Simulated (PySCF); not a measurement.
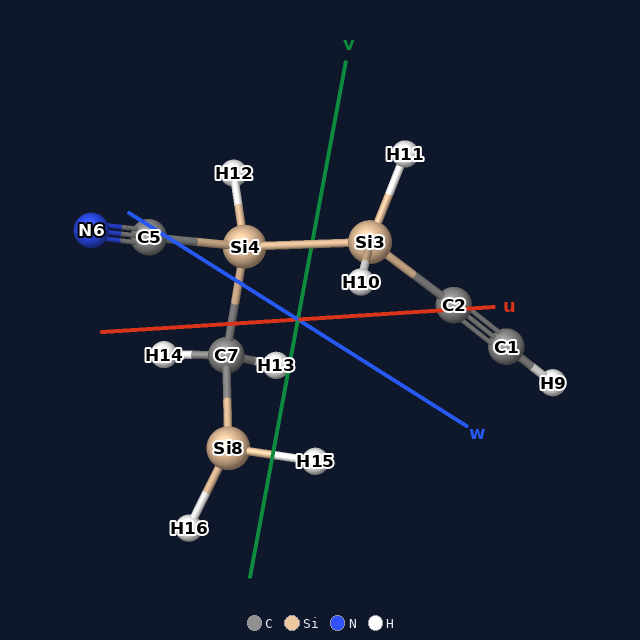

The lines u, v and w are the principal axes of the g tensor. The species is neutral and a spin doublet. The geometry was computed by an optimisation with GFN2-xTB. No frequency run is at hand to confirm it as a minimum. Properties computed with UKS B3LYP, pcH-1 on C H N Si, non-relativistic, mean-field spin-orbit, GIAO (PySCF 2.14.0).

Question. Along which axis does g lie farthest from the free-electron value?

Answer. Along v: the shift is 1992 ppm.

Give the principal values and shifts.

| axis | g | shift (ppm) |
| --- | --- | --- |
| u | 2.00414 | 1825 |
| v | 2.00431 | 1992 |
| w | 2.00213 | −187 |

The geometry is semi-empirical. Around Si such bond lengths and angles can be off by a tenth of an ångström or more and by several degrees, and values that hang on the shape move with them.
